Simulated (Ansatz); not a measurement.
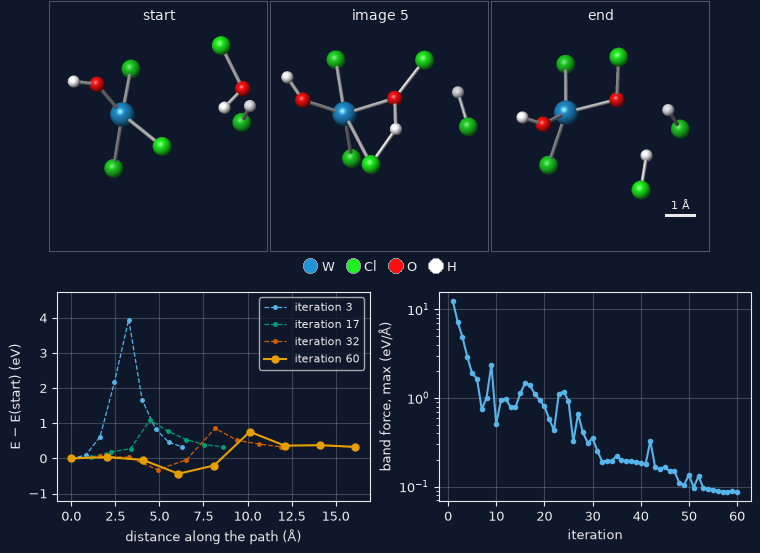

A search for the minimum-energy path of WH3O2Cl5 by the nudged elastic band. Images are numbered from 0 (start) to 8 (end). The plot follows the band through its iterations. Style: ball-and-stick. Shown from a free direction.

Level of theory: Ansatz, RHF/def2-SVP. Run with 7 movable images; climbing image; force threshold 0.05 eV/Å; iteration limit 60; starting path through a guess of the saddle point.

Did the band converge, and can the barrier be trusted?

Answer. The result isn't final. The band hadn't converged when the run stopped after 60 iterations. The largest component of the band force went from 12 to 0.087 eV/Å. The barrier read from it is provisional, though the highest image hardly moved in the last two iterations. The first iteration put the highest image at 10.23 eV. Relative to the start the highest point is image 5 at +0.76 eV and the end lies at +0.33 eV, but the profile dips to −0.44 eV at image 3 on the way, so there may be more than one step; on an unconverged band the side maxima are provisional.

Limits of the set-up: Hartree-Fock leaves out electron correlation.
